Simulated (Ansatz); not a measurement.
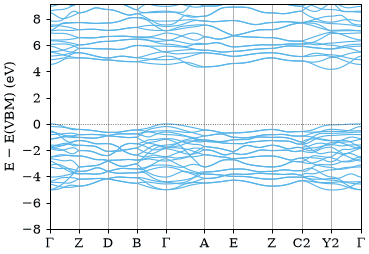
Figure. Band structure from the program Ansatz at the r²SCAN level (PAW)

Question: Read off the gap and where the band edges lie.

Answer: About 4.2 eV (4.16 eV by a search for the band edges); maximum at Γ, minimum at Y2.

The material is ZrO$_{2}$ in space group P2_1/c (No. 14; Zr on 4e, O on 4e, O on 4e).

Symmetry was held in the r²SCAN relaxation. The run is not spin-polarised. Spin–orbit coupling is left out wherever it is not named.

Potentials: the later of the program's two PAW sets.
